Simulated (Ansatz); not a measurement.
# Run report: C₂H₅FOSi, geometry relaxation

The run: geometry relaxation of C₂H₅FOSi, SMILES F[SiH2]C1CO1. Method and program: RKS PBE-D4/def2-SVP (Ansatz 0.2.0).

The geometry: force-field start. Figures and captions count atoms from 1; the log counts them from 0 in places.

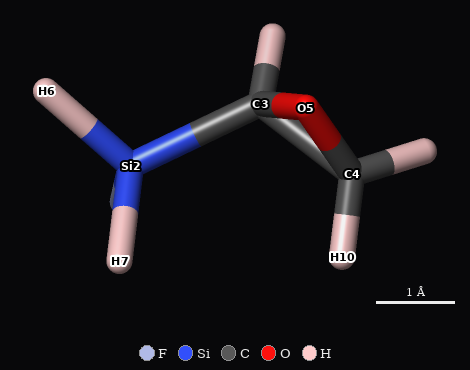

Figure 1. The input geometry (stick view, seen at a tilt; atoms are numbered from 1 in the order of the input). Bond lengths as drawn: C–C 1.55 Å, C–H 1.03 to 1.08 Å, C–O 1.40 to 1.47 Å, C–Si 1.87 Å, F–Si 1.58 Å and H–Si 1.50 to 1.51 Å.

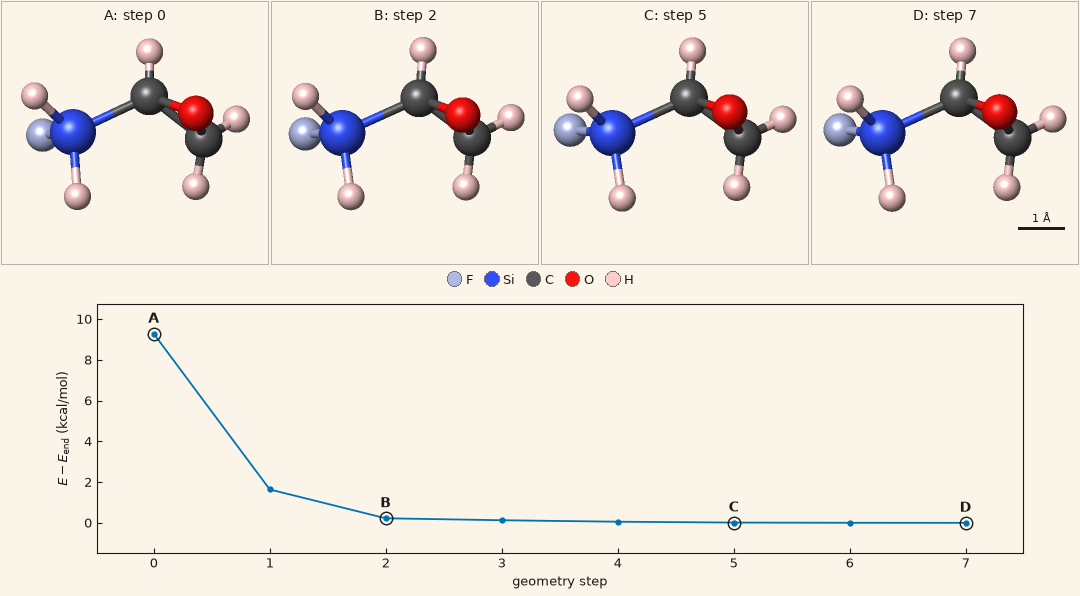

Figure 2. Frames of the relaxation (ball-and-stick view, seen at a tilt) above the curves, on which the letters mark them (the first geometry is step 0 here and step 1 in the log).

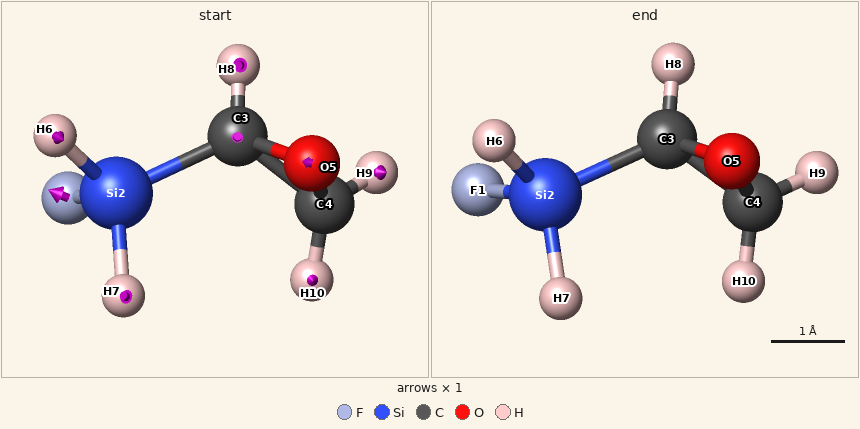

Figure 3. Before (left) and after (right) the relaxation, at one scale (ball-and-stick view, seen at a tilt). The pink arrows give the displacements, at true length. The atom that moves furthest after the best rigid fit is F1 (0.31 Å). By element the largest moves are F 0.31 Å, H 0.21 Å, O 0.14 Å, C 0.12 Å, Si 0.03 Å. Among the contacts that change: C3–H8 1.026 → 1.110 Å, C3–C4 1.554 → 1.482 Å, F1–Si2 1.584 → 1.643 Å, C4–H9 1.072 → 1.107 Å. Among the angles that change: Si2–C3–O5 116.4° → 110.0°, O5–C4–H10 122.3° → 116.2°, C3–C4–H9 113.2° → 118.5°. Over 7 geometry steps the energy falls by 9.28 kcal/mol. Largest force component: 3.8 eV/Å at the start, 0.012 eV/Å at the end. (Atoms are counted from 1 in the order of the input.)

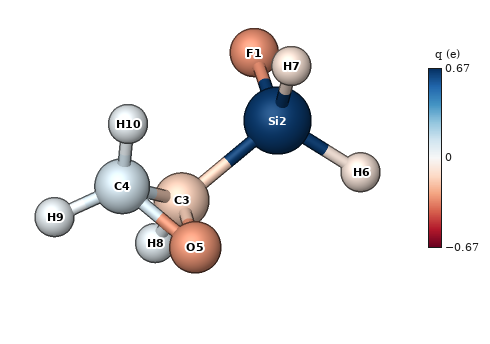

Figure 4. Mulliken charges, as the colour of each atom (ball-and-stick view, seen at a tilt; atoms are numbered from 1 in the order of the input). By element: F −0.31, Si +0.64, C −0.16 to +0.12, O −0.29 and H −0.09 to +0.06 e.

The input that produced these results follows, with the program's output.

Input:
```yaml
crystal:
  periodic: [false, false, false]
  atoms:
    - {symbol: F, position_ang: [-1.662100, 0.336000, 1.673000]}
    - {symbol: Si, position_ang: [-0.395300, 0.957900, 0.952900]}
    - {symbol: C, position_ang: [-0.215600, 0.076300, -0.689800]}
    - {symbol: C, position_ang: [0.652600, -1.211800, -0.724100]}
    - {symbol: O, position_ang: [1.143300, -0.008600, -1.241400]}
    - {symbol: H, position_ang: [-0.568900, 2.436900, 0.749700]}
    - {symbol: H, position_ang: [0.791300, 0.722400, 1.859600]}
    - {symbol: H, position_ang: [-0.964900, 0.227500, -1.373900]}
    - {symbol: H, position_ang: [0.283200, -1.951400, -1.405800]}
    - {symbol: H, position_ang: [1.019600, -1.636400, 0.202800]}
basis:
  gaussian: {orbitals: def2-SVP}
hamiltonian: {xc: pbe, dispersion: d4}
relax: {f_tol: 0.03, max_steps: 200}
```

Command:
```bash
ansatz run in.yaml --threads 4 --pin off --events-out ev --progress --plain --max-ram 10444MiB
```

The program's output:
```
Functional definition: PBE
  name "PBE"
  cite "Perdew, Burke & Ernzerhof, Phys. Rev. Lett. 77, 3865 (1996) doi:10.1103/PhysRevLett.77.3865"
  parent pbe
  parameter kappa = 0.804
  parameter beta = 0.06672455060314922
  exchange = pbe_x(kappa = kappa, mu = beta*pi^2/3)
  correlation = pbe_c(beta = beta)
1093 factors; their error is unknown
mean field evaluation 1: about -14771.8148 eV, gradient 4.9e1 eV
mean field evaluation 2: about -14765.0044 eV, gradient 7.8e1 eV
mean field evaluation 4: about -14777.1629 eV, gradient 6.5e0 eV
mean field evaluation 8: about -14777.1694 eV, gradient 2.4e-1 eV
mean field evaluation 16: about -14777.1695 eV, gradient 1.3e-5 eV
mean field -14777.16954006 eV, -543.0509642719 hartree, gradient 1.3e-5 eV, S^2 0.000000; 0 other end points of the search recorded, 0 dependent functions left out
the calculation of the forces begins
reference -14777.16957300 eV, -543.0509654824 hartree; 24, 24 occupied and 75, 75 virtual orbitals, 1093 factors
relax step   1: F+E_penalty+E_count = -14777.35401688 eV  Δ(F+E_penalty+E_count) = +0.000e0 eV  max|allowed force component| = 3.754e0 eV/Å  Δτ_max = 0.0000 Å  (27 SCF iters, accepted)
these checks for a lower state are left out or cut short: starts, cluster_reference, orbital_swaps, neighbouring_geometries, increment
1093 factors; their error is unknown
mean field -14777.50163601 eV, -543.0631685731 hartree, gradient 5.4e-6 eV, S^2 0.000000; 0 other end points of the search recorded, 0 dependent functions left out
the calculation of the forces begins
reference -14777.50166898 eV, -543.0631697846 hartree; 24, 24 occupied and 75, 75 virtual orbitals, 1093 factors
relax step   2: F+E_penalty+E_count = -14777.68532509 eV  Δ(F+E_penalty+E_count) = -3.313e-1 eV  max|allowed force component| = 1.243e0 eV/Å  Δτ_max = 0.1050 Å  (30 SCF iters, accepted)
these checks for a lower state are left out or cut short: starts, cluster_reference, orbital_swaps, neighbouring_geometries, increment
1093 factors; their error is unknown
mean field -14777.56316626 eV, -543.0654297680 hartree, gradient 1.9e-5 eV, S^2 0.000000; 0 other end points of the search recorded, 0 dependent functions left out
the calculation of the forces begins
reference -14777.56319908 eV, -543.0654309741 hartree; 24, 24 occupied and 75, 75 virtual orbitals, 1093 factors
relax step   3: F+E_penalty+E_count = -14777.74665206 eV  Δ(F+E_penalty+E_count) = -6.133e-2 eV  max|allowed force component| = 4.446e-1 eV/Å  Δτ_max = 0.0825 Å  (28 SCF iters, accepted)
these checks for a lower state are left out or cut short: starts, cluster_reference, orbital_swaps, neighbouring_geometries, increment
1093 factors; their error is unknown
mean field evaluation 32: about -14777.6351 eV, gradient 1.5e0 eV
mean field -14777.56740713 eV, -543.0655856170 hartree, gradient 1.9e-5 eV, S^2 0.000000; 0 other end points of the search recorded, 0 dependent functions left out
the calculation of the forces begins
reference -14777.56743993 eV, -543.0655868224 hartree; 24, 24 occupied and 75, 75 virtual orbitals, 1093 factors
relax step   4: F+E_penalty+E_count = -14777.75080527 eV  Δ(F+E_penalty+E_count) = -4.153e-3 eV  max|allowed force component| = 1.034e-1 eV/Å  Δτ_max = 0.0283 Å  (30 SCF iters, accepted)
these checks for a lower state are left out or cut short: starts, cluster_reference, orbital_swaps, neighbouring_geometries, increment
1093 factors; their error is unknown
mean field -14777.57053335 eV, -543.0657005035 hartree, gradient 2.0e-5 eV, S^2 0.000000; 0 other end points of the search recorded, 0 dependent functions left out
the calculation of the forces begins
reference -14777.57056593 eV, -543.0657017008 hartree; 24, 24 occupied and 75, 75 virtual orbitals, 1093 factors
relax step   5: F+E_penalty+E_count = -14777.75394885 eV  Δ(F+E_penalty+E_count) = -3.144e-3 eV  max|allowed force component| = 1.547e-1 eV/Å  Δτ_max = 0.0770 Å  (29 SCF iters, accepted)
these checks for a lower state are left out or cut short: starts, cluster_reference, orbital_swaps, neighbouring_geometries, increment
1093 factors; their error is unknown
mean field -14777.57231853 eV, -543.0657661075 hartree, gradient 1.8e-5 eV, S^2 0.000000; 0 other end points of the search recorded, 0 dependent functions left out
the calculation of the forces begins
reference -14777.57235090 eV, -543.0657672971 hartree; 24, 24 occupied and 75, 75 virtual orbitals, 1093 factors
relax step   6: F+E_penalty+E_count = -14777.75576156 eV  Δ(F+E_penalty+E_count) = -1.813e-3 eV  max|allowed force component| = 1.016e-1 eV/Å  Δτ_max = 0.0584 Å  (29 SCF iters, accepted)
these checks for a lower state are left out or cut short: starts, cluster_reference, orbital_swaps, neighbouring_geometries, increment
1093 factors; their error is unknown
mean field -14777.57276073 eV, -543.0657823583 hartree, gradient 1.9e-5 eV, S^2 0.000000; 0 other end points of the search recorded, 0 dependent functions left out
the calculation of the forces begins
reference -14777.57279307 eV, -543.0657835468 hartree; 24, 24 occupied and 75, 75 virtual orbitals, 1093 factors
relax step   7: F+E_penalty+E_count = -14777.75619824 eV  Δ(F+E_penalty+E_count) = -4.367e-4 eV  max|allowed force component| = 3.767e-2 eV/Å  Δτ_max = 0.0066 Å  (31 SCF iters, accepted)
these checks for a lower state are left out or cut short: starts, cluster_reference, orbital_swaps, neighbouring_geometries, increment
1093 factors; their error is unknown
mean field evaluation 64: about -14777.5728 eV, gradient 1.5e-3 eV
mean field -14777.57283229 eV, -543.0657849882 hartree, gradient 1.9e-5 eV, S^2 0.000000; 0 other end points of the search recorded, 0 dependent functions left out
the calculation of the forces begins
reference -14777.57286461 eV, -543.0657861758 hartree; 24, 24 occupied and 75, 75 virtual orbitals, 1093 factors
relax step   8: F+E_penalty+E_count = -14777.75631208 eV  Δ(F+E_penalty+E_count) = -1.138e-4 eV  max|allowed force component| = 1.203e-2 eV/Å  Δτ_max = 0.0066 Å  (32 SCF iters, accepted)
1093 factors; their error is unknown
mean field -14777.57283229 eV, -543.0657849882 hartree, gradient 2.2e-5 eV, S^2 0.000000; 1 other end points of the search recorded, 0 dependent functions left out
the calculation of the forces begins
reference -14777.57286461 eV, -543.0657861758 hartree; 24, 24 occupied and 75, 75 virtual orbitals, 1093 factors
Total energy: -14777.75634440 eV, -543.0725289336 hartree
Atom 0 at    -1.805637     0.591757     1.758567 Å, force     0.000281    -0.001777     0.000745 eV/Å
Atom 1 at    -0.401980     0.944481     0.979872 Å, force     0.003774     0.012030    -0.009625 eV/Å
Atom 2 at    -0.276527    -0.014458    -0.636236 Å, force     0.001281    -0.008472    -0.000833 eV/Å
Atom 3 at     0.635501    -1.179346    -0.730881 Å, force    -0.000600    -0.010023    -0.001299 eV/Å
Atom 4 at     1.069259     0.097255    -1.177179 Å, force    -0.007051     0.002891     0.005946 eV/Å
Atom 5 at    -0.391664     2.418913     0.704027 Å, force    -0.000169     0.001167     0.004672 eV/Å
Atom 6 at     0.752155     0.535550     1.846880 Å, force    -0.002532    -0.001453     0.000867 eV/Å
Atom 7 at    -1.081333     0.055449    -1.396779 Å, force     0.000906     0.003133     0.002391 eV/Å
Atom 8 at     0.456160    -1.928299    -1.526047 Å, force     0.002772     0.001117    -0.001148 eV/Å
Atom 9 at     1.127265    -1.572502     0.180775 Å, force     0.001337     0.001386    -0.001716 eV/Å
Dipole moment:    -0.005273    -0.224858    -0.093182 e Å
```

Trajectory as extended XYZ (Å, eV, eV/Å), 8 frames, from step=1 to step=8:
```
10
Properties=species:S:1:pos:R:3:forces:R:3 step=1 energy=-14777.35402
F    -1.6621    0.3360    1.6730   -1.8445  -0.6788   0.9676
Si   -0.3953    0.9579    0.9529    2.0208   0.8680  -0.6188
C    -0.2156    0.0763   -0.6898    3.7536  -1.5508   2.4862
C     0.6526   -1.2118   -0.7241   -1.9204   1.8694   0.0491
O     1.1433   -0.0086   -1.2414   -0.0326   0.2277   0.1197
H    -0.5689    2.4369    0.7497   -0.1445  -0.0017   0.0326
H     0.7913    0.7224    1.8596   -0.0395  -0.0365  -0.2236
H    -0.9649    0.2275   -1.3739   -2.2991   0.1269  -2.4911
H     0.2832   -1.9514   -1.4058   -0.1206  -0.8512  -1.0941
H     1.0196   -1.6364    0.2028    0.6268   0.0271   0.7725
10
Properties=species:S:1:pos:R:3:forces:R:3 step=2 energy=-14777.68533
F    -1.6980    0.4018    1.7124   -0.9744  -0.3301   0.5724
Si   -0.3896    0.9744    0.9701    1.0147   0.3778  -0.4092
C    -0.2159    0.0574   -0.6612    1.2428  -0.8226   0.5695
C     0.6135   -1.2117   -0.7190   -0.8975   0.3927  -0.1111
O     1.1447   -0.0030   -1.1902    0.0037   0.3756   0.0014
H    -0.5726    2.4509    0.7531   -0.0127  -0.0326   0.0024
H     0.8144    0.7020    1.8323   -0.0442  -0.0045  -0.0853
H    -0.9942    0.1861   -1.4072   -0.4814  -0.0097  -0.6583
H     0.3466   -1.9596   -1.4890   -0.0036  -0.0261  -0.0792
H     1.0341   -1.6495    0.2018    0.1527   0.0796   0.1974
10
Properties=species:S:1:pos:R:3:forces:R:3 step=3 energy=-14777.74665
F    -1.7404    0.4567    1.7570   -0.0801  -0.0487   0.0779
Si   -0.3894    0.9609    0.9763    0.0868   0.1282  -0.0867
C    -0.2209    0.0287   -0.6520   -0.1004   0.0791  -0.0686
C     0.6012   -1.1971   -0.7206    0.0335  -0.4446   0.0042
O     1.1375    0.0277   -1.1702    0.0328   0.2154  -0.0061
H    -0.5387    2.4367    0.7405    0.0209  -0.0189  -0.0124
H     0.8188    0.6639    1.8154   -0.0255  -0.0425   0.0027
H    -1.0006    0.1384   -1.4355    0.0095   0.0342   0.0457
H     0.3713   -1.9430   -1.5116    0.0297   0.0656   0.0912
H     1.0443   -1.6242    0.2037   -0.0073   0.0322  -0.0478
10
Properties=species:S:1:pos:R:3:forces:R:3 step=4 energy=-14777.75080
F    -1.7484    0.4748    1.7673    0.0232   0.0291  -0.0062
Si   -0.3934    0.9653    0.9743   -0.0120  -0.0520   0.0190
C    -0.2311    0.0209   -0.6477   -0.0619   0.0206  -0.0990
C     0.6063   -1.2006   -0.7215    0.0049  -0.1034   0.0292
O     1.1272    0.0408   -1.1633    0.0152   0.0574  -0.0060
H    -0.5227    2.4408    0.7306    0.0186  -0.0148  -0.0077
H     0.8088    0.6380    1.8101   -0.0102   0.0073   0.0124
H    -1.0108    0.1365   -1.4317    0.0303  -0.0169   0.0556
H     0.3892   -1.9444   -1.5144    0.0095   0.0427   0.0234
H     1.0581   -1.6234    0.1994   -0.0175   0.0299  -0.0208
10
Properties=species:S:1:pos:R:3:forces:R:3 step=5 energy=-14777.75395
F    -1.7809    0.5387    1.7583    0.0122   0.0170   0.0275
Si   -0.3945    0.9558    0.9795   -0.0814  -0.0912  -0.1203
C    -0.2581   -0.0006   -0.6442   -0.0042   0.0412   0.1547
C     0.6218   -1.1903   -0.7285    0.0029  -0.0206   0.0092
O     1.0957    0.0752   -1.1641    0.0113  -0.0032  -0.0685
H    -0.4474    2.4304    0.7185    0.0088   0.0279  -0.0147
H     0.7809    0.5902    1.8319    0.0279  -0.0292   0.0313
H    -1.0556    0.0845   -1.4094   -0.0025   0.0307  -0.0465
H     0.4335   -1.9343   -1.5271   -0.0022   0.0250   0.0005
H     1.0877   -1.6008    0.1880    0.0271   0.0024   0.0269
10
Properties=species:S:1:pos:R:3:forces:R:3 step=6 energy=-14777.75576
F    -1.8054    0.5838    1.7605    0.0762   0.0211  -0.0369
Si   -0.4013    0.9450    0.9806   -0.0607  -0.0110  -0.0482
C    -0.2748   -0.0116   -0.6415    0.0219  -0.0017   0.1016
C     0.6334   -1.1811   -0.7289   -0.0054   0.0590  -0.0523
O     1.0718    0.0953   -1.1791   -0.0280  -0.0448   0.0220
H    -0.3953    2.4209    0.7063   -0.0061  -0.0169   0.0153
H     0.7562    0.5387    1.8436   -0.0040  -0.0056   0.0080
H    -1.0811    0.0623   -1.3997    0.0078  -0.0103  -0.0180
H     0.4565   -1.9319   -1.5229   -0.0030   0.0048  -0.0028
H     1.1233   -1.5726    0.1840    0.0012   0.0053   0.0114
10
Properties=species:S:1:pos:R:3:forces:R:3 step=7 energy=-14777.75620
F    -1.8051    0.5903    1.7589    0.0341   0.0108  -0.0239
Si   -0.4015    0.9463    0.9782   -0.0316  -0.0162   0.0149
C    -0.2762   -0.0152   -0.6385   -0.0112   0.0214   0.0377
C     0.6349   -1.1811   -0.7306    0.0074   0.0231  -0.0100
O     1.0692    0.0963   -1.1780   -0.0001  -0.0216   0.0016
H    -0.3927    2.4229    0.7092    0.0006  -0.0175  -0.0067
H     0.7522    0.5362    1.8456   -0.0009   0.0015  -0.0052
H    -1.0821    0.0563   -1.3976    0.0055  -0.0054  -0.0069
H     0.4580   -1.9303   -1.5260   -0.0028   0.0016   0.0009
H     1.1264   -1.5729    0.1818   -0.0010   0.0024  -0.0023
10
Properties=species:S:1:pos:R:3:forces:R:3 step=8 energy=-14777.75631
F    -1.8056    0.5918    1.7586    0.0003  -0.0018   0.0007
Si   -0.4020    0.9445    0.9799    0.0038   0.0120  -0.0096
C    -0.2765   -0.0145   -0.6362    0.0013  -0.0085  -0.0008
C     0.6355   -1.1793   -0.7309   -0.0006  -0.0100  -0.0013
O     1.0693    0.0973   -1.1772   -0.0071   0.0029   0.0059
H    -0.3917    2.4189    0.7040   -0.0002   0.0012   0.0047
H     0.7522    0.5355    1.8469   -0.0025  -0.0015   0.0009
H    -1.0813    0.0554   -1.3968    0.0009   0.0031   0.0024
H     0.4562   -1.9283   -1.5260    0.0028   0.0011  -0.0011
H     1.1273   -1.5725    0.1808    0.0013   0.0014  -0.0017
```

Summary:

- outcome: converged
- total energy: −14777.7563 eV
- mean-field energy: −14777.5729 eV
- dispersion energy: −0.1835 eV
- SCF solution under orbital rotations: stable
- largest force (length of the vector) at the end: 0.016 eV/Å
- dipole moment: 1.17 D
- hardware: 4 threads of Arm Neoverse N1, 23 GiB of memory available, shared host
- wall time: 14 s (CPU time 49 s)
- peak memory: 0.15 GiB
